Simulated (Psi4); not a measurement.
**triplet Si2H5OF: levels of theory compared**

Wanted: a comparison of 4 runs (U-revPBE/6-31G*, UPBE/6-31G*, USVWN5/6-31G*, UTPSS/6-31G*) of triplet Si2H5OF. 

Program for the calculation: Psi4 1.11.

## Step 1: The structure to begin with

Si2H5OF: 9 atoms, total charge 0, spin state triplet. As SMILES of the parent species, `O[SiH](F)[SiH3]`. The shape is that of a PBE0-D4/def2-TZVP optimisation. This is one conformer, not always the lowest. That shape belongs to the parent species and isn't relaxed for this state.

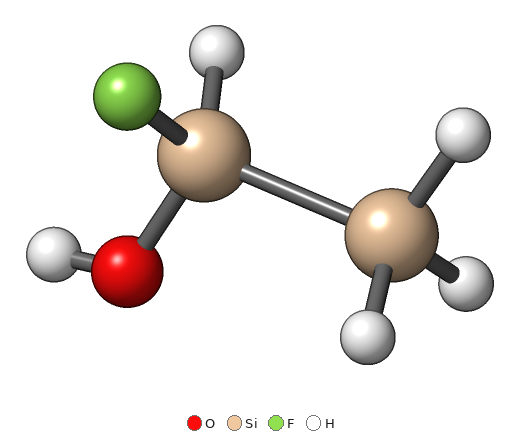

The structure, seen from a chosen angle (oxygen red, silicon light orange, fluorine green, hydrogen white).

## Step 2: Energy and forces at U-revPBE/6-31G(d) (spherical functions) (run 1)

File run.py:

```python
import psi4

psi4.set_memory(2200000000)
psi4.set_num_threads(1)
psi4.set_output_file('psi4.out', False)

mol = psi4.geometry("""
0 3
O     -0.74171750    -1.15424472     3.34122476
Si    -1.57130727    -0.30349002     0.48698242
F     -3.35539771     2.14257148     0.60357852
Si     2.14483915     0.70127736    -1.68506879
H     -1.98515729    -1.90030859     4.42762831
H     -3.14563811    -2.29677313    -0.71922976
H      1.50932426     1.62629830    -4.26171036
H      3.74487026    -1.59719652    -1.91599332
H      3.56742498     2.69399356    -0.30953714
units bohr
symmetry c1
no_reorient
no_com
""")

options = {'basis': '6-31G*', 'reference': 'uks', 'puream': True, 'e_convergence': 1e-09, 'd_convergence': 1e-08, 'scf_type': 'pk', 'dft_radial_points': 99, 'dft_spherical_points': 590, 'maxiter': 100}
psi4.set_options(options)

result, w = psi4.gradient('revpbe', return_wfn=True)
psi4.oeprop(w, 'QUADRUPOLE', 'WIBERG_LOWDIN_INDICES', 'MULLIKEN_CHARGES', title='REVPBE')
print('gradient / Eh bohr^-1')
print(result.np.round(6))
print(f'energy = {w.energy():.10f} Eh')
for k, v in sorted(psi4.core.scalar_variables().items()):
    print(f'{k:45s} {v:18.10f}')
```

The run is started by

```sh
$ python run.py
```

psi4.out:

```text
[...]
  Running in c1 symmetry.
[...]
  Nuclear repulsion =  227.836453994188162
[...]
  Multiplicity = 3
[...]
  Nalpha       = 26
  Nbeta        = 24
[...]
    Number of basis functions: 74
[...]
   @UKS iter   1:  -756.44798769144484   -4.84912e-02   1.01795e-02 DIIS/ADIIS
[...]
   @UKS iter  21:  -756.68827686814382   -4.54747e-12   7.71161e-09 DIIS
[...]
   @S^2 Observed:                2.002366837E+00
[...]
  @UKS Final Energy:  -756.68827686814382
   => Energetics <=
    Nuclear Repulsion Energy =            227.8364539941881617
    One-Electron Energy =               -1501.3681949809258640
    Two-Electron Energy =                 579.4358802286890295
    DFT Exchange-Correlation Energy =     -62.5924161100951082
    Empirical Dispersion Energy =           0.0000000000000000
    VV10 Nonlocal Energy =                  0.0000000000000000
    Total Energy =                       -756.6882768681438165
[...]
  -Total Gradient:
     Atom            X                  Y                   Z
    ------   -----------------  -----------------  -----------------
       1       -0.031852380148    -0.002887734488     0.011102353273
       2        0.002319029126     0.010294269832     0.003607382049
       3        0.009046233791    -0.021696182237     0.006471984104
       4       -0.004131460504     0.008020018987    -0.002769457938
       5        0.024214963389     0.013868123692    -0.021473762482
       6        0.007838071309     0.014296282106    -0.000001605680
       7        0.003166706592    -0.012150163357     0.008413071971
       8        0.003020999265     0.008390018746    -0.005375745997
       9       -0.013595700718    -0.018083688382     0.000003187076
[...]
```

Standard output:

```text
gradient / Eh bohr^-1
[[-3.1852e-02 -2.8880e-03  1.1102e-02]
 [ 2.3190e-03  1.0294e-02  3.6070e-03]
 [ 9.0460e-03 -2.1696e-02  6.4720e-03]
 [-4.1310e-03  8.0200e-03 -2.7690e-03]
 [ 2.4215e-02  1.3868e-02 -2.1474e-02]
 [ 7.8380e-03  1.4296e-02 -2.0000e-06]
 [ 3.1670e-03 -1.2150e-02  8.4130e-03]
 [ 3.0210e-03  8.3900e-03 -5.3760e-03]
 [-1.3596e-02 -1.8084e-02  3.0000e-06]]
energy = -756.6882768681 Eh
CURRENT ENERGY                                   -756.6882768681
CURRENT REFERENCE ENERGY                         -756.6882768681
DD SOLVATION ENERGY                                 0.0000000000
DFT FUNCTIONAL TOTAL ENERGY                      -756.6882768681
DFT TOTAL ENERGY                                 -756.6882768681
DFT VV10 ENERGY                                     0.0000000000
DFT XC ENERGY                                     -62.5924161101
GRID ELECTRONS ALPHA                               26.0000007276
GRID ELECTRONS BETA                                23.9999997173
GRID ELECTRONS TOTAL                               50.0000004449
NUCLEAR REPULSION ENERGY                          227.8364539942
ONE-ELECTRON ENERGY                             -1501.3681949809
PCM POLARIZATION ENERGY                             0.0000000000
PE ENERGY                                           0.0000000000
SCF ITERATION ENERGY                             -756.6882768681
SCF ITERATIONS                                     21.0000000000
SCF TOTAL ENERGY                                 -756.6882768681
TWO-ELECTRON ENERGY                               579.4358802287
XC GRID RADIAL POINTS                              99.0000000000
XC GRID SPHERICAL POINTS                          590.0000000000
XC GRID TOTAL POINTS                           499452.0000000000
```

Wall time 28 s (1 thread of AMD EPYC 9R45 (Zen 5), shared host); peak memory 1.1 GiB.

## Step 3: Energy and forces at UPBE/6-31G(d) (spherical functions) (run 2)

File calc.inp:

```
memory 2.2 GB

molecule m {
  0 3
  O     -0.74171750    -1.15424472     3.34122476
  Si    -1.57130727    -0.30349002     0.48698242
  F     -3.35539771     2.14257148     0.60357852
  Si     2.14483915     0.70127736    -1.68506879
  H     -1.98515729    -1.90030859     4.42762831
  H     -3.14563811    -2.29677313    -0.71922976
  H      1.50932426     1.62629830    -4.26171036
  H      3.74487026    -1.59719652    -1.91599332
  H      3.56742498     2.69399356    -0.30953714
  units bohr
  symmetry c1
  no_reorient
  no_com
}

set basis 6-31G*
set reference uks
set puream true
set e_convergence 1e-09
set d_convergence 1e-08
set scf_type pk
set dft_radial_points 99
set dft_spherical_points 590
set maxiter 100

e_tot = gradient('pbe')
print_variables()
```

The run is started by

```sh
$ psi4 -n 1 calc.inp calc.out
```

calc.out:

```text
[...]
  Running in c1 symmetry.
[...]
  Nuclear repulsion =  227.836453994188162
[...]
  Multiplicity = 3
[...]
  Nalpha       = 26
  Nbeta        = 24
[...]
    Number of basis functions: 74
[...]
   @UKS iter   1:  -756.13914876870126   -2.75089e-02   1.03398e-02 DIIS/ADIIS
[...]
   @UKS iter  21:  -756.38913666164501   -1.93268e-12   6.29467e-09 DIIS
[...]
   @S^2 Observed:                2.002171250E+00
[...]
  @UKS Final Energy:  -756.38913666164501
   => Energetics <=
    Nuclear Repulsion Energy =            227.8364539941881617
    One-Electron Energy =               -1501.3844420741297654
    Two-Electron Energy =                 579.4372587071162570
    DFT Exchange-Correlation Energy =     -62.2784072888196150
    Empirical Dispersion Energy =           0.0000000000000000
    VV10 Nonlocal Energy =                  0.0000000000000000
    Total Energy =                       -756.3891366616450114
[...]
  -Total Gradient:
     Atom            X                  Y                   Z
    ------   -----------------  -----------------  -----------------
       1       -0.031412058190    -0.003777749268     0.015624949461
       2        0.001974677024     0.007638500723     0.000199609027
       3        0.006648970378    -0.018070885887     0.007157987581
       4       -0.002441862842     0.007563835594    -0.003148416155
       5        0.024399770843     0.013681150558    -0.021555622142
       6        0.007946821180     0.013918555208    -0.000026135613
       7        0.003460157554    -0.011579630656     0.007426742654
       8        0.003074296579     0.007989906332    -0.005722719586
       9       -0.013625442870    -0.017313611598     0.000022382210
[...]
```

It took 28 s on 1 thread of AMD EPYC 9R45 (Zen 5), shared host; peak memory 1.1 GiB.

Run 3 isn't shown in full; the table further down has it.

## Step 4: Energy and gradient at UTPSS/6-31G(d) (spherical functions) (run 4)

File job.py:

```python
import psi4

psi4.set_memory(2200000000)
psi4.set_num_threads(1)
psi4.core.set_output_file('run.log', False)

molecule = psi4.geometry("""
0 3
O
Si 1 1.636065
F 2 1.60331 1 110.15924
Si 2 2.339006 3 109.29643 1 -117.16473
H 1 0.958823 2 118.86173 3 71.48264
H 2 1.48798 3 105.01799 1 119.06696
H 4 1.487226 2 109.58651 6 59.96519
H 4 1.487017 7 108.82201 2 119.66221
H 4 1.486108 8 109.40302 7 -119.32438
symmetry c1
""")

psi4.set_options({
    'basis': '6-31G*',
    'reference': 'uks',
    'puream': True,
    'e_convergence': 1e-09,
    'd_convergence': 1e-08,
    'scf_type': 'pk',
    'dft_radial_points': 99,
    'dft_spherical_points': 590,
    'maxiter': 100,
})

e, wfn = psi4.gradient('tpss', return_wfn=True)
psi4.oeprop(wfn, 'MAYER_INDICES', 'MULLIKEN_CHARGES', 'WIBERG_LOWDIN_INDICES')
print('gradient / Eh bohr^-1')
print(e.np.round(6))
print(f'energy = {wfn.energy():.10f} Eh')
for k, v in sorted(psi4.core.scalar_variables().items()):
    print(f'{k:45s} {v:18.10f}')
```

The run is started by

```sh
$ python job.py
```

run.log:

```text
[...]
  Running in c1 symmetry.
[...]
  Nuclear repulsion =  227.836446127082496
[...]
  Multiplicity = 3
[...]
  Nalpha       = 26
  Nbeta        = 24
[...]
    Number of basis functions: 74
[...]
   @UKS iter   1:  -756.70382532344934   -8.94050e-02   1.01293e-02 ADIIS/DIIS
[...]
   @UKS iter  24:  -756.93439857248461   -1.48930e-11   9.77598e-09 DIIS
[...]
   @S^2 Observed:                2.003352041E+00
[...]
  @UKS Final Energy:  -756.93439857248461
   => Energetics <=
    Nuclear Repulsion Energy =            227.8364461270824961
    One-Electron Energy =               -1501.3662946977988213
    Two-Electron Energy =                 579.4569942967306133
    DFT Exchange-Correlation Energy =     -62.8615442984989414
    Empirical Dispersion Energy =           0.0000000000000000
    VV10 Nonlocal Energy =                  0.0000000000000000
    Total Energy =                       -756.9343985724846107
[...]
  -Total Gradient:
     Atom            X                  Y                   Z
    ------   -----------------  -----------------  -----------------
       1       -0.024721273434    -0.017771391637    -0.007361621028
       2        0.008799666740    -0.006532984176    -0.000204759971
       3       -0.005534690289     0.011006717930    -0.013350585575
       4        0.000684595465    -0.007580120701     0.002864558681
       5        0.025528477156     0.008487327220     0.015597816010
       6        0.011977030699    -0.002517469399     0.003670823125
       7       -0.003617747878     0.008918568773    -0.005031209500
       8        0.007041788506     0.002807730177     0.006504275128
       9       -0.020137140655     0.003173273838    -0.002671301525
[...]
```

On the terminal:

```text
gradient / Eh bohr^-1
[[-0.024721 -0.017771 -0.007362]
 [ 0.0088   -0.006533 -0.000205]
 [-0.005535  0.011007 -0.013351]
 [ 0.000685 -0.00758   0.002865]
 [ 0.025528  0.008487  0.015598]
 [ 0.011977 -0.002517  0.003671]
 [-0.003618  0.008919 -0.005031]
 [ 0.007042  0.002808  0.006504]
 [-0.020137  0.003173 -0.002671]]
energy = -756.9343985725 Eh
CURRENT ENERGY                                   -756.9343985725
CURRENT REFERENCE ENERGY                         -756.9343985725
DD SOLVATION ENERGY                                 0.0000000000
DFT FUNCTIONAL TOTAL ENERGY                      -756.9343985725
DFT TOTAL ENERGY                                 -756.9343985725
DFT VV10 ENERGY                                     0.0000000000
DFT XC ENERGY                                     -62.8615442985
GRID ELECTRONS ALPHA                               26.0000006384
GRID ELECTRONS BETA                                23.9999997206
GRID ELECTRONS TOTAL                               50.0000003590
NUCLEAR REPULSION ENERGY                          227.8364461271
ONE-ELECTRON ENERGY                             -1501.3662946978
PCM POLARIZATION ENERGY                             0.0000000000
PE ENERGY                                           0.0000000000
SCF ITERATION ENERGY                             -756.9343985725
SCF ITERATIONS                                     24.0000000000
SCF TOTAL ENERGY                                 -756.9343985725
TWO-ELECTRON ENERGY                               579.4569942967
XC GRID RADIAL POINTS                              99.0000000000
XC GRID SPHERICAL POINTS                          590.0000000000
XC GRID TOTAL POINTS                           499452.0000000000
```

Run time: 90 s. Hardware: 1 thread of AMD EPYC 9R45 (Zen 5), shared host; peak memory 1.3 GiB.

## Step 5: All runs side by side

```
run                                  level      task  energy (Eh)  dipole moment (D)  HOMO energy (eV)   ⟨S²⟩  wall time
  1  U-revPBE/6-31G* (spherical functions)  gradient  -756.688277               1.29             -1.31  2.002       28 s
  2      UPBE/6-31G* (spherical functions)  gradient  -756.389137               1.31             -1.35  2.002       28 s
  3    USVWN5/6-31G* (spherical functions)    energy  -753.348038               1.42             -1.40  2.001       16 s
  4     UTPSS/6-31G* (spherical functions)  gradient  -756.934399               1.38             -1.36  2.003       90 s
```

## Step 6: Summary of results

| quantity | value |
| --- | --- |
| run 4: total energy | -756.93440 Eh |
| run 4: dipole moment | 1.38 D |
| run 4: HOMO energy (highest over α and β) | -1.36 eV |
| run 4: ⟨S²⟩ | 2.003 |
| run 4: largest force on an atom | 1.611 eV/Å |

The dipole moment (its size) runs from 1.29 D (U-revPBE/6-31G*) to 1.42 D (USVWN5/6-31G*). Totals of different functionals can't be ranked against each other. All runs together took 2.7 min, the longest 90 s.
